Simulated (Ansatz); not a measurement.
The figure comes from a scan of BN (h-BN type, space group P6_3/mmc): one N atom of a 4-atom cell moves by s along Cartesian x, with its periodic images. Calculation: PBEsol-D3(BJ) (plane waves to 420 eV, PAW, scalar-relativistic; Ansatz, a first-principles code). k mesh 12×12×4 (Γ-centred), Fermi-Dirac smearing 0.05 eV. The energy includes the smearing's −TS. Left out: 4 of 11 points, with atoms too close for the PAW data. BN was relaxed with its symmetry unable to fall. The zero of ΔE is the undisplaced structure.

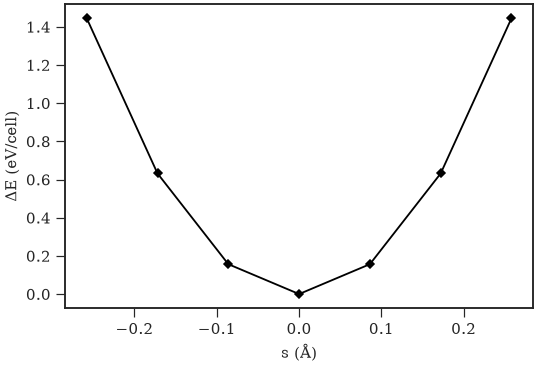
Fig. 1. ΔE (eV/cell) against s (Å); one marker a computed point.

### Question
Read the plotted values off the figure, to the accuracy that the plot allows.

### Answer
To the nearest 0.02:

```json
[
 {"s (Å)": "-0.258", "ΔE (eV/cell)": "1.44"},
 {"s (Å)": "-0.172", "ΔE (eV/cell)": "0.64"},
 {"s (Å)": "-0.086", "ΔE (eV/cell)": "0.16"},
 {"s (Å)": "0.000", "ΔE (eV/cell)": "0.00"},
 {"s (Å)": "0.086", "ΔE (eV/cell)": "0.16"},
 {"s (Å)": "0.172", "ΔE (eV/cell)": "0.64"},
 {"s (Å)": "0.258", "ΔE (eV/cell)": "1.44"}
]
```

(For displaced atoms, the force is minus the slope of the energy, and its curvature is a force constant, which sets phonon frequencies.)
